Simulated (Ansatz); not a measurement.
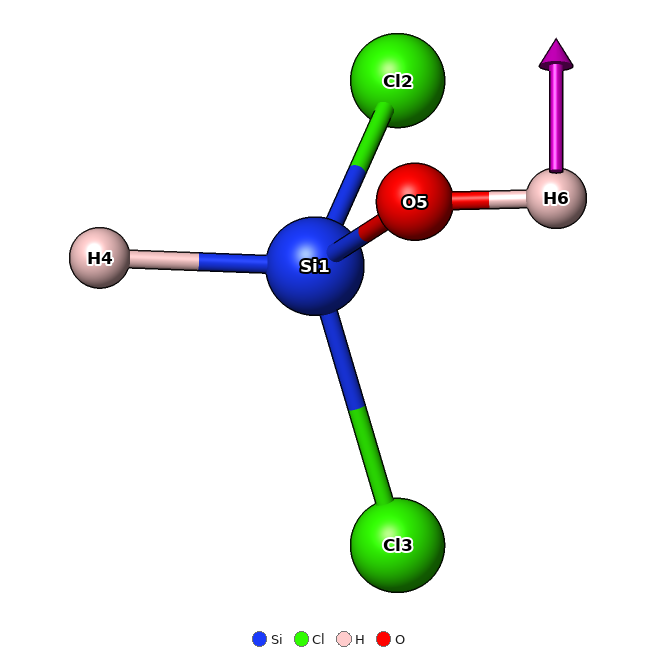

The arrows show one normal mode. Harmonic vibrations computed with RKS PBE0-D4/def2-TZVP (Ansatz 0.2.0) at a stationary point of the same level.

> Describe the motion.

A torsion or out-of-plane motion in which bond lengths and bond angles hardly change.

> At what wavenumber does it lie?

175 cm⁻¹; it is mode 1 of 12 counted from the lowest.
